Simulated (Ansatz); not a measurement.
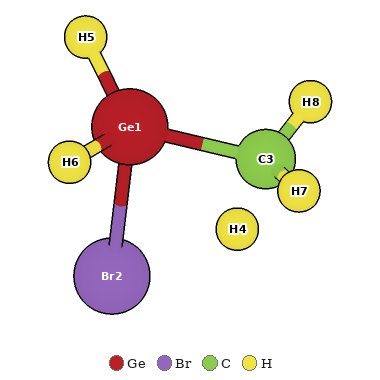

The system is the reacting system CH5BrGe (fragments CH₅BrGe where the first distance is long, CH₄Ge + BrH where the second is long); the picture shows the reference structure. First axis: distance Br2–H4 (bond that forms). Second axis: distance C3–H4 (bond that breaks). Relaxed at each point: all other coordinates. The grid has 9 × 9 points. Points are written as (first, second). All energies are given in eV relative to a guessed transition structure relaxed with its forming and breaking bonds held. Energies and slopes of some neighbouring points disagree (a jump in structure or state, or too coarse a mesh). The reference is spin-restricted, so regions where a bond is pulled apart into radicals lie too high. Computed with RKS B3LYP-D4/def2-SVP (Ansatz).

Its coordinates:

```xyz
8

Ge   -0.7001   -0.5446   -0.4291
Br    1.9739   -0.9007   -1.1768
C     0.0982    0.7674    0.7365
H     1.3205    0.3998    0.1969
H    -1.4112   -0.1390   -1.7298
H    -1.1379   -1.9222    0.0931
H     0.0238    0.5328    1.8063
H    -0.1672    1.8066    0.5030
```

Range: distance Br2–H4 (bond that forms) from 1.359 to 2.559 Å; distance C3–H4 (bond that breaks) from 0.963 to 2.463 Å.

Predict the map.

Answer. The lowest grid point is at (2.559 Å, 1.074 Å), −1.88 eV from a guessed transition structure relaxed with its forming and breaking bonds held. It lies at the edge of the scanned range, so the true minimum may lie outside. Other grid points that lie below all their neighbours: (1.448 Å, 2.232 Å) (2.63 eV higher). The highest grid point, (1.359 Å, 0.963 Å), lies 6.18 eV above the lowest.

| second ↓, first → | 1.359 | 1.448 | 1.571 | 1.711 | 1.864 | 2.026 | 2.197 | 2.375 | 2.559 |
| --- | --- | --- | --- | --- | --- | --- | --- | --- | --- |
| 2.463 | 0.85 | 0.76 | 0.90 | 1.24 | 1.59 | 1.89 | 2.14 | 2.62 | 2.62 |
| 2.232 | 0.86 | 0.75 | 0.87 | 1.19 | 1.54 | 2.06 | 2.10 | 2.09 | 2.06 |
| 2.010 | 0.89 | 0.75 | 0.84 | 1.12 | 1.46 | 1.55 | 1.51 | 1.45 | 1.39 |
| 1.797 | 0.99 | 0.80 | 0.82 | 1.15 | 1.05 | 0.92 | 0.81 | 0.71 | 0.62 |
| 1.594 | 1.19 | 0.92 | 1.07 | 0.73 | 0.46 | 0.22 | 0.03 | −0.12 | −0.23 |
| 1.403 | 1.54 | 1.55 | 0.86 | 0.30 | −0.14 | −0.47 | −0.72 | −0.92 | −1.06 |
| 1.228 | 2.12 | 1.76 | 0.80 | 0.03 | −0.55 | −0.98 | −1.30 | −1.53 | −1.70 |
| 1.074 | 3.07 | 2.35 | 1.14 | 0.18 | −0.53 | −1.05 | −1.43 | −1.69 | −1.88 |
| 0.963 | 4.30 | 3.33 | 1.95 | 0.84 | 0.02 | −0.56 | −0.98 | −1.27 | −1.47 |

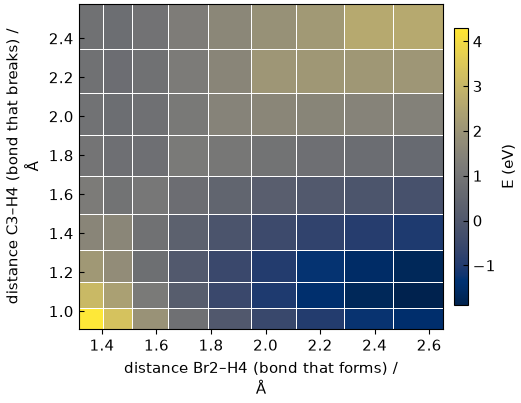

The picture shows one coloured cell a grid point.

The whole map (81 points run) took 25 min on 1 thread of Intel(R) Xeon(R) Platinum 8488C (Sapphire Rapids), on a shared host.
